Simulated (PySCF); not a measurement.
```xyz
14

C    -1.5930   -1.6870   -0.1189
C    -1.1408   -0.4812   -0.2667
C    -0.0053    0.3487   -0.5231
Si   -0.3299    1.8185    0.6676
Si    1.6860   -0.5374   -0.2866
H    -2.6173   -1.8897    0.1615
H    -0.9875   -2.5809   -0.2867
H    -0.0521    0.7258   -1.5490
H    -1.5804    2.4597    0.2616
H     0.7683    2.7898    0.5953
H    -0.4325    1.2989    2.0299
H     1.7661   -1.0380    1.0844
H     1.7598   -1.6493   -1.2364
H     2.7579    0.4217   -0.5550
```

Geometry: GFN2-xTB.

The calculation used PySCF 2.14.0, density-fitted response routines, UKS B3LYP, pcH-1 on C H Si, non-relativistic, mean-field spin-orbit, GIAO.

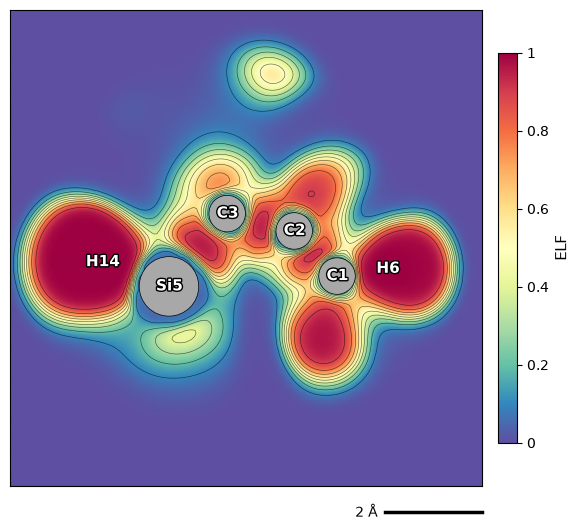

C$_{3}$H$_{9}$Si$_{2}$ (SMILES C=[C]C([SiH3])[SiH3]) (doublet). ELF on the plane of atoms C3, Si5 and H14. Grey discs cover the atomic cores.

Q: What does the map show?

A: The plane passes through C, Si and H nuclei. C–C (1.30 Å): the ELF peaks at about 0.90 between the atoms (a multiple bond). C–Si (1.92 Å): the ELF peaks at about 0.95 between the atoms (localised, covalent bonding). C–H (1.08 Å): the ELF climbs to about 1 towards the hydrogen, as it does in any bond to H (a covalent bond by its length). C–C (1.43 Å): the ELF peaks at about 0.95 between the atoms (localised, covalent bonding). Si–H (1.46 Å): the ELF climbs to about 1 towards the hydrogen.
